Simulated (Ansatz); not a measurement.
**CH4Si (quintet): one geometry, many settings**

What do other methods and options give for CH4Si (quintet) at this geometry, and how long do they take?

The runs use Ansatz 0.2.0, Gaussian basis; the settings change from run to run.

17 further runs of the same task are left out: 4 that didn't finish, 13 set aside as unsound or not needed. Runs told in other sessions of the task aren't counted.

## 1. The system

The geometry is a PBE0/def2-TZVP stationary point (not a proven minimum) of the parent state, kept for this charge and spin.

6 atoms, charge 0, spin multiplicity 5.

Atoms are counted from 1 here; the program's logs count them from 0.

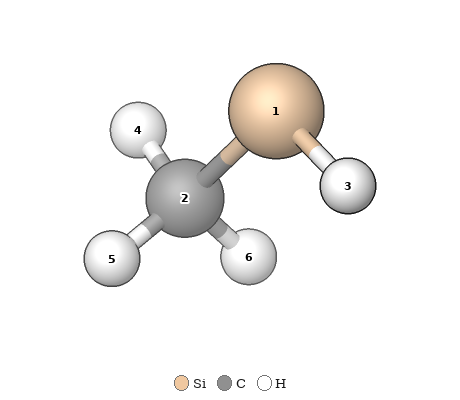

The geometry (silicon light orange, carbon grey, hydrogen white); atoms are numbered from 1 in the order of the file.

## 2. BCCD on ROHF/6-31G*

Contents of in.yaml:

```yaml
crystal:
  periodic: [false, false, false]
  atoms:
    - {symbol: Si, position_ang: [0.000000, -0.086402, 0.646481]}
    - {symbol: C, position_ang: [0.000000, 0.079187, -1.230736]}
    - {symbol: H, position_ang: [0.000000, 1.148798, 1.480897]}
    - {symbol: H, position_ang: [0.000000, -0.911108, -1.689492]}
    - {symbol: H, position_ang: [0.890815, 0.613122, -1.569773]}
    - {symbol: H, position_ang: [-0.890815, 0.613122, -1.569773]}
basis:
  gaussian: {orbitals: "6-31G*"}
magnetization: {spin_polarized: false, initial_magnetization: 4}
correlation: {method: bccd, electrons: outside_noble_gas}
scf: {lower_state_search: off}
output: {forces: true}
```

Started as:

```sh
> ansatz run in.yaml --threads 1 --pin off --events-out ev --progress --plain --max-ram 2393MiB
```

The log of the run (excerpt; [...] marks lines left out):

```text
Functional definition: HF
  name "HF"
  cite "Fock, Z. Phys. 61, 126 (1930) doi:10.1007/BF01340294"
  parent pbe
[...]
435 factors; integrals over basis functions are off by at most 1.3e-3 eV
[...]
mean field -8945.33896398 eV, -328.7351435577 hartree, gradient 1.7e-6 eV, S^2 6.000000; 0 other end points of the search recorded, 0 dependent functions left out
6 core orbitals not correlated: weight in the atoms' cores, before any rotation towards them, 1.000 or more for the frozen orbitals, at most 0.000 for the correlated occupied ones
reference -8945.33896398 eV, -328.7351435577 hartree; 8, 4 occupied and 28, 32 virtual orbitals, 435 factors
second order -4.78660151 eV of doubles, -0.07530486 eV of singles
cycle   1  -5.49360428 eV  change   -6.3e-1 eV  update   8.4e-2
[...]
cycle  21  -5.82606413 eV  change    1.4e-7 eV  update   2.3e-7
[...]
Total energy: -8951.16502811 eV, -328.9492474656 hartree
Atom 0 at     0.000000    -0.086402     0.646481 Å, force     0.000000    -0.873010     3.120740 eV/Å
Atom 1 at     0.000000     0.079187    -1.230736 Å, force    -0.000000     0.367359    -7.246567 eV/Å
Atom 2 at     0.000000     1.148798     1.480897 Å, force     0.000000     1.366174     2.444031 eV/Å
Atom 3 at     0.000000    -0.911108    -1.689492 Å, force    -0.000000    -1.187343     0.325242 eV/Å
Atom 4 at     0.890815     0.613122    -1.569773 Å, force     0.262311     0.163410     0.678277 eV/Å
Atom 5 at    -0.890815     0.613122    -1.569773 Å, force    -0.262311     0.163410     0.678277 eV/Å
Dipole moment:     0.000000     0.029508    -0.411992 e Å
Checks for a lower state left out: starts, cluster_reference, orbital_swaps, neighbouring_geometries, increment
```

Wall time 3.3 s (1 thread of AMD EPYC 7B13, shared host).

From the report: correlation -5.8261 eV; largest double amplitude 0.09.

## 3. MP2 on UHF/def2-SVP

Edit in.yaml of step 2 so:

```diff
@@ -10,6 +10,4 @@
 basis:
-  gaussian: {orbitals: "6-31G*"}
-magnetization: {spin_polarized: false, initial_magnetization: 4}
-correlation: {method: bccd, electrons: outside_noble_gas}
-scf: {lower_state_search: off}
-output: {forces: true}
+  gaussian: {orbitals: def2-SVP, fitting: {mean_field: def2-universal-jkfit}}
+magnetization: {spin_polarized: true, initial_magnetization: 4}
+correlation: {method: mp2, electrons: all}
```

Same command.

The log of the run:

```text
Functional definition: HF
  name "HF"
  cite "Fock, Z. Phys. 61, 126 (1930) doi:10.1007/BF01340294"
  parent pbe
  exchange = exact_x
  correlation = 0
275 factors; integrals over basis functions are off by at most 3.6e-1 eV
mean field evaluation 1: about -8940.4346 eV, gradient 1.3e1 eV
mean field evaluation 2: about -8942.0870 eV, gradient 5.4e0 eV
mean field evaluation 4: about -8942.5503 eV, gradient 1.0e0 eV
mean field evaluation 8: about -8942.6323 eV, gradient 1.3e-1 eV
mean field evaluation 16: about -8942.6324 eV, gradient 5.0e-2 eV
mean field evaluation 32: about -8942.4607 eV, gradient 1.6e0 eV
mean field -8942.63256330 eV, -328.6356851672 hartree, gradient 2.6e-6 eV, S^2 6.010571; 6 other end points of the search recorded, 0 dependent functions left out
reference -8942.63256330 eV, -328.6356851672 hartree; 14, 10 occupied and 38, 42 virtual orbitals, 275 factors
second order -5.81173124 eV of doubles, -0.00000000 eV of singles
Total energy: -8948.44429454 eV, -328.8492623508 hartree
```

Run time: 0.91 s. Hardware: 1 thread of AMD EPYC 7B13, shared host.

From the report: ⟨S²⟩ of the determinant 6.011 (pure quintet: 6.00).

## 4. HF (UHF)/STO-3G

Edit in.yaml of step 3 so:

```diff
@@ -10,4 +10,5 @@
 basis:
-  gaussian: {orbitals: def2-SVP, fitting: {mean_field: def2-universal-jkfit}}
+  gaussian: {orbitals: STO-3G}
 magnetization: {spin_polarized: true, initial_magnetization: 4}
-correlation: {method: mp2, electrons: all}
+hamiltonian: {xc: hf, pseudopotentials: {relativity: scalar}}
+output: {orbitals: {seedname: orbitals}}
```

Launched as before.

The log of the run:

```text
Functional definition: HF
  name "HF"
  cite "Fock, Z. Phys. 61, 126 (1930) doi:10.1007/BF01340294"
  parent pbe
  exchange = exact_x
  correlation = 0
216 factors; integrals over basis functions are off by at most 1.7e-5 eV
mean field evaluation 1: about -8850.2827 eV, gradient 8.4e0 eV
mean field evaluation 2: about -8850.3706 eV, gradient 8.3e0 eV
mean field evaluation 4: about -8851.3689 eV, gradient 1.1e0 eV
mean field evaluation 8: about -8851.3993 eV, gradient 5.2e-2 eV
mean field evaluation 16: about -8851.4036 eV, gradient 2.7e-2 eV
mean field evaluation 32: about -8851.3883 eV, gradient 4.8e-1 eV
mean field evaluation 64: about -8851.2476 eV, gradient 1.0e0 eV
mean field -8851.40384903 eV, -325.2830917550 hartree, gradient 7.7e-6 eV, S^2 6.009704; 2 other end points of the search recorded, 0 dependent functions left out
reference -8851.40384903 eV, -325.2830917550 hartree; 14, 10 occupied and 4, 8 virtual orbitals, 216 factors
Total energy: -8851.40384903 eV, -325.2830917550 hartree
Relativity: scalar
```

Run time: 0.18 s. Hardware: 1 thread of AMD EPYC 7B13, shared host.

From the report: ⟨S²⟩ of the determinant 6.010 (pure quintet: 6.00).

## 5. BCCD on UHF/cc-pVDZ

Edit in.yaml of step 4 so:

```diff
@@ -10,5 +10,6 @@
 basis:
-  gaussian: {orbitals: STO-3G}
+  gaussian: {orbitals: cc-pVDZ}
 magnetization: {spin_polarized: true, initial_magnetization: 4}
-hamiltonian: {xc: hf, pseudopotentials: {relativity: scalar}}
-output: {orbitals: {seedname: orbitals}}
+hamiltonian: {pseudopotentials: {relativity: scalar}}
+correlation: {method: bccd, electrons: valence}
+scf: {omitted_lower_state_checks: [cluster_reference]}
```

The command is unchanged.

The log of the run (excerpt; [...] marks lines left out):

```text
Functional definition: HF
  name "HF"
  cite "Fock, Z. Phys. 61, 126 (1930) doi:10.1007/BF01340294"
  parent pbe
[...]
487 factors; integrals over basis functions are off by at most 1.3e-3 eV
[...]
mean field -8961.17048410 eV, -329.3169411913 hartree, gradient 2.3e-6 eV, S^2 6.010955; 6 other end points of the search recorded, 0 dependent functions left out
6 core orbitals not correlated: weight in the atoms' cores, before any rotation towards them, 1.000 or more for the frozen orbitals, at most 0.000 for the correlated occupied ones
reference -8961.17048410 eV, -329.3169411913 hartree; 8, 4 occupied and 38, 42 virtual orbitals, 487 factors
second order -5.54837356 eV of doubles, -0.00000000 eV of singles
cycle   1  -6.26525359 eV  change   -7.2e-1 eV  update   7.8e-2
[...]
cycle  16  -6.56155826 eV  change   -2.6e-6 eV  update   8.4e-6
Total energy: -8967.73204236 eV, -329.5580740097 hartree
Relativity: scalar
Checks for a lower state left out: cluster_reference
```

Wall time 2.1 s (1 thread of AMD EPYC 7B13, shared host).

From the report: ⟨S²⟩ of the determinant 6.011 (pure quintet: 6.00); correlation -6.5616 eV; largest double amplitude 0.08.

## 6. NEVPT2(6,5)/STO-3G

Edit in.yaml of step 5 so:

```diff
@@ -10,6 +10,6 @@
 basis:
-  gaussian: {orbitals: cc-pVDZ}
-magnetization: {spin_polarized: true, initial_magnetization: 4}
+  gaussian: {orbitals: STO-3G}
+magnetization: {spin_polarized: false, initial_magnetization: 4}
 hamiltonian: {pseudopotentials: {relativity: scalar}}
-correlation: {method: bccd, electrons: valence}
-scf: {omitted_lower_state_checks: [cluster_reference]}
+correlation: {method: sc_nevpt2, electrons: outside_noble_gas, active_space: {window: {electrons: 6, orbitals: 5}}}
+accuracy: high
```

The command is unchanged.

The log of the run (excerpt; [...] marks lines left out):

```text
Functional definition: HF
  name "HF"
  cite "Fock, Z. Phys. 61, 126 (1930) doi:10.1007/BF01340294"
  parent pbe
[...]
310 factors; integrals over basis functions are off by at most 2.5e-8 eV
[...]
mean field -8851.37546391 eV, -325.2820486208 hartree, gradient 4.8e-8 eV, S^2 6.000000; 2 other end points of the search recorded, 0 dependent functions left out
reference -8851.37546391 eV, -325.2820486208 hartree; 14, 10 occupied and 4, 8 virtual orbitals, 310 factors
state -8851.37546391 eV, -325.2820486208 hartree
state -8851.37546391 eV, -325.2820486208 hartree; corrected -8853.18549579 eV, -325.3485660656 hartree
WARN: 1 active orbitals are nearly empty or full. The corrections depend on them more than the energy does, and are more stable in an active space without them
Total energy: -8853.18549579 eV, -325.3485660656 hartree
Relativity: scalar
```

Run time: 0.42 s. Hardware: 1 thread of AMD EPYC 7B13, shared host.

From the report: 4 determinants; active occupations 2.00, 1.00, 1.00, 1.00, 1.00. The report marks this result as in doubt.

## 7. MRCISD+Q(6,6)/6-31G

Edit in.yaml of step 6 so:

```diff
@@ -10,6 +10,4 @@
 basis:
-  gaussian: {orbitals: STO-3G}
+  gaussian: {orbitals: 6-31G}
 magnetization: {spin_polarized: false, initial_magnetization: 4}
-hamiltonian: {pseudopotentials: {relativity: scalar}}
-correlation: {method: sc_nevpt2, electrons: outside_noble_gas, active_space: {window: {electrons: 6, orbitals: 5}}}
-accuracy: high
+correlation: {method: fic_mrcisd_q, electrons: outside_noble_gas, active_space: {window: {electrons: 6, orbitals: 6}, states: [{multiplicity: 5, weights: [1, 1, 0.5]}], root: 0}}
```

The command is unchanged.

The log of the run (excerpt; [...] marks lines left out):

```text
Functional definition: HF
  name "HF"
  cite "Fock, Z. Phys. 61, 126 (1930) doi:10.1007/BF01340294"
  parent pbe
[...]
684 factors; integrals over basis functions are off by at most 2.3e-7 eV
[...]
mean field -8944.14740602 eV, -328.6913546102 hartree, gradient 2.3e-6 eV, S^2 6.000000; 3 other end points of the search recorded, 0 dependent functions left out
reference -8944.14740602 eV, -328.6913546102 hartree; 14, 10 occupied and 16, 20 virtual orbitals, 684 factors
state -8944.58485770 eV, -328.7074306633 hartree
state -8943.58499322 eV, -328.6706863210 hartree
state -8940.68557792 eV, -328.5641347741 hartree
contracted CI cycle   1: correlation 0.00000000 eV, 0.0000000000 hartree, residual 1.43e1 eV
contracted CI cycle   2: correlation -3.24370742 eV, -0.1192040491 hartree, residual 2.65e0 eV
[...]
contracted CI cycle   4: correlation -3.64762092 eV, -0.1340475963 hartree, residual 2.08e-1 eV
contracted CI cycle   5: correlation -3.64947922 eV, -0.1341158875 hartree, residual 1.20e-1 eV
contracted CI cycle   6: correlation -3.65034766 eV, -0.1341478020 hartree, residual 9.37e-2 eV
contracted CI cycle   7: correlation -3.65071219 eV, -0.1341611983 hartree, residual 4.98e-2 eV
contracted CI cycle   8: correlation -3.65079876 eV, -0.1341643797 hartree, residual 2.19e-2 eV
contracted CI cycle   9: correlation -3.65081537 eV, -0.1341649903 hartree, residual 1.10e-2 eV
contracted CI cycle  10: correlation -3.65081973 eV, -0.1341651505 hartree, residual 5.71e-3 eV
contracted CI cycle  11: correlation -3.65082090 eV, -0.1341651934 hartree, residual 3.04e-3 eV
contracted CI cycle  12: correlation -3.65082120 eV, -0.1341652044 hartree, residual 1.42e-3 eV
state -8940.68557792 eV, -328.5641347741 hartree; corrected -8944.65378448 eV, -328.7099636755 hartree
Total energy: -8948.21784894 eV, -328.8409406285 hartree
```

Run time: 2.1 s. Hardware: 1 thread of AMD EPYC 7B13, shared host.

From the report: 26 determinants; active occupations (of the averaged states) 1.77, 1.20, 1.00, 0.98, 0.62, 0.44.

## 8. BCCD on ROHF/cc-pVDZ

Edit in.yaml of step 7 so:

```diff
@@ -10,4 +10,4 @@
 basis:
-  gaussian: {orbitals: 6-31G}
+  gaussian: {orbitals: cc-pVDZ}
 magnetization: {spin_polarized: false, initial_magnetization: 4}
-correlation: {method: fic_mrcisd_q, electrons: outside_noble_gas, active_space: {window: {electrons: 6, orbitals: 6}, states: [{multiplicity: 5, weights: [1, 1, 0.5]}], root: 0}}
+correlation: {method: bccd, electrons: valence}
```

Launched as before.

The log of the run (excerpt; [...] marks lines left out):

```text
Functional definition: HF
  name "HF"
  cite "Fock, Z. Phys. 61, 126 (1930) doi:10.1007/BF01340294"
  parent pbe
[...]
487 factors; integrals over basis functions are off by at most 1.3e-3 eV
[...]
mean field -8945.87829191 eV, -328.7549634937 hartree, gradient 2.0e-6 eV, S^2 6.000000; 9 other end points of the search recorded, 0 dependent functions left out
[...]
determinant -8945.87829191 eV, -328.7549634937 hartree, with singles and doubles -8952.58810151 eV, -329.0015444482 hartree
determinant -8945.02399320 eV, -328.7235685950 hartree, with singles and doubles -8951.75463518 eV, -328.9709151257 hartree
determinant -8942.97386238 eV, -328.6482276772 hartree, with singles and doubles -8949.74294558 eV, -328.8969868965 hartree
determinant -8942.77853677 eV, -328.6410495933 hartree, with singles and doubles -8949.40538602 eV, -328.8845818114 hartree
6 core orbitals not correlated: weight in the atoms' cores, before any rotation towards them, 1.000 or more for the frozen orbitals, at most 0.000 for the correlated occupied ones
reference -8945.87829191 eV, -328.7549634937 hartree; 8, 4 occupied and 38, 42 virtual orbitals, 487 factors
second order -5.61748615 eV of doubles, -0.09142765 eV of singles
cycle   1  -6.70275647 eV  change    7.1e-3 eV  update   1.5e-2
[...]
cycle  13  -6.69843697 eV  change    5.8e-7 eV  update   9.3e-6
Total energy: -8952.57672889 eV, -329.0011265121 hartree
```

Run time: 5.5 s. Hardware: 1 thread of AMD EPYC 7B13, shared host.

From the report: correlation -6.6984 eV; largest double amplitude 0.08.

## 9. BCCD on ROHF/cc-pVDZ

Edit in.yaml of step 8 so:

```diff
@@ -10,4 +10,5 @@
 basis:
-  gaussian: {orbitals: cc-pVDZ}
+  gaussian: {orbitals: cc-pVDZ, point_charges: [{charge: 1.00, position_ang: [3.474, -0.974, -0.534]}]}
 magnetization: {spin_polarized: false, initial_magnetization: 4}
-correlation: {method: bccd, electrons: valence}
+correlation: {method: bccd, electrons: outside_noble_gas}
+output: {forces: true}
```

Same command.

The log of the run (excerpt; [...] marks lines left out):

```text
Functional definition: HF
  name "HF"
  cite "Fock, Z. Phys. 61, 126 (1930) doi:10.1007/BF01340294"
  parent pbe
[...]
487 factors; integrals over basis functions are off by at most 1.3e-3 eV
[...]
mean field -8946.09591005 eV, -328.7629608127 hartree, gradient 1.6e-6 eV, S^2 6.000000; 10 other end points of the search recorded, 0 dependent functions left out
[...]
determinant -8946.09591005 eV, -328.7629608127 hartree, with singles and doubles -8952.81828631 eV, -329.0100035836 hartree
determinant -8945.36134552 eV, -328.7359660642 hartree, with singles and doubles -8952.05700650 eV, -328.9820270668 hartree
determinant -8943.15572209 eV, -328.6549108982 hartree, with singles and doubles -8949.93529541 eV, -328.9040556221 hartree
6 core orbitals not correlated: weight in the atoms' cores, before any rotation towards them, 1.000 or more for the frozen orbitals, at most 0.000 for the correlated occupied ones
reference -8946.09591005 eV, -328.7629608127 hartree; 8, 4 occupied and 38, 42 virtual orbitals, 487 factors
second order -5.68234917 eV of doubles, -0.09648311 eV of singles
cycle   1  -6.71636352 eV  change    6.0e-3 eV  update   8.8e-3
[...]
cycle  18  -6.71358203 eV  change   -1.6e-7 eV  update   1.6e-7
[...]
Total energy: -8952.80949208 eV, -329.0096804018 hartree
Atom 0 at     0.000000    -0.086402     0.646481 Å, force     0.029742    -1.229437     2.861038 eV/Å
Atom 1 at     0.000000     0.079187    -1.230736 Å, force     0.083531     0.157394    -6.769324 eV/Å
Atom 2 at     0.000000     1.148798     1.480897 Å, force     0.175159     1.702657     2.782580 eV/Å
Atom 3 at     0.000000    -0.911108    -1.689492 Å, force    -0.114835    -1.526417     0.017559 eV/Å
Atom 4 at     0.890815     0.613122    -1.569773 Å, force     0.534126     0.434206     0.425072 eV/Å
Atom 5 at    -0.890815     0.613122    -1.569773 Å, force    -0.504847     0.335624     0.531400 eV/Å
Dipole moment:    -0.296735     0.099857    -0.254562 e Å
```

Wall time 11 s (1 thread of AMD EPYC 7B13, shared host).

From the report: correlation -6.7136 eV; largest double amplitude 0.08.

## 10. HF (ROHF)/cc-pVDZ

Edit in.yaml of step 9 so:

```diff
@@ -10,5 +10,7 @@
 basis:
-  gaussian: {orbitals: cc-pVDZ, point_charges: [{charge: 1.00, position_ang: [3.474, -0.974, -0.534]}]}
+  gaussian: {orbitals: cc-pVDZ}
 magnetization: {spin_polarized: false, initial_magnetization: 4}
-correlation: {method: bccd, electrons: outside_noble_gas}
-output: {forces: true}
+hamiltonian: {xc: hf}
+accuracy: high
+scf: {lower_state_search: full}
+output: {forces: true, orbitals: {seedname: orbitals}}
```

Same command.

The log of the run (excerpt; [...] marks lines left out):

```text
Functional definition: HF
  name "HF"
  cite "Fock, Z. Phys. 61, 126 (1930) doi:10.1007/BF01340294"
  parent pbe
[...]
1185 factors; integrals over basis functions are off by at most 3.5e-9 eV
[...]
mean field -8945.87837862 eV, -328.7549666802 hartree, gradient 3.3e-8 eV, S^2 6.000000; 6 other end points of the search recorded, 0 dependent functions left out
[...]
reference -8945.87837862 eV, -328.7549666802 hartree; 14, 10 occupied and 38, 42 virtual orbitals, 1185 factors
Total energy: -8945.87837862 eV, -328.7549666802 hartree
Atom 0 at     0.000000    -0.086402     0.646481 Å, force     0.000000    -0.592796     4.134045 eV/Å
Atom 1 at     0.000000     0.079187    -1.230736 Å, force    -0.000000     0.273874    -8.971954 eV/Å
Atom 2 at     0.000000     1.148798     1.480897 Å, force    -0.000000     1.266531     2.792584 eV/Å
Atom 3 at     0.000000    -0.911108    -1.689492 Å, force    -0.000000    -1.029917     0.412249 eV/Å
Atom 4 at     0.890815     0.613122    -1.569773 Å, force     0.069463     0.041154     0.816538 eV/Å
Atom 5 at    -0.890815     0.613122    -1.569773 Å, force    -0.069463     0.041154     0.816538 eV/Å
Dipole moment:     0.000000    -0.053915    -0.547974 e Å
```

Wall time 3.6 s (1 thread of AMD EPYC 7B13, shared host).

## 11. The runs in one table

Where basis and cores are those of an earlier UCCSDT(Q)/cc-pVDZ run (-8952.8414 eV), and the records show the same count of frozen orbitals and kind of state, the miss against it is given; a blank cell means that this couldn't be shown. † marks a result that the program doubts.

```
                                          level         correlated  functions  energy (eV)  from UCCSDT(Q) (meV)    time
                            BCCD on ROHF/6-31G*  outside noble gas         42   -8951.1650                         3.3 s
                            MP2 on UHF/def2-SVP                all         52   -8948.4443                        0.91 s
               HF (UHF)/STO-3G (relativity set)                            18   -8851.4038                        0.18 s
           BCCD on UHF/cc-pVDZ (relativity set)            valence         52   -8967.7320                         2.1 s
          NEVPT2(6,5)/STO-3G (relativity set) †  outside noble gas         18   -8853.1855                        0.42 s
MRCISD+Q(6,6)/6-31G (lowest root of an average)  outside noble gas         30   -8948.2178                         2.1 s
                           BCCD on ROHF/cc-pVDZ            valence         52   -8952.5767                 264.7   5.5 s
   BCCD on ROHF/cc-pVDZ (beside a point charge)  outside noble gas         52   -8952.8095                          11 s
                              HF (ROHF)/cc-pVDZ                            52   -8945.8784                6963.0   3.6 s
```

## 12. Summary of results

| quantity | value |
| --- | --- |
| runs | 9 |
| quickest | HF (UHF)/STO-3G (relativity set), 0.18 s |
| slowest | BCCD on ROHF/cc-pVDZ (beside a point charge), 11 s |

What this shows: Total energies in different bases, with other cores or another treatment of relativity can't be set against each other. BCCD on ROHF/cc-pVDZ (beside a point charge) took 58 times as long as HF (UHF)/STO-3G (relativity set); the jobs differ in more than the method. Hartree-Fock, CASSCF and CASCI lack dynamic correlation by design.
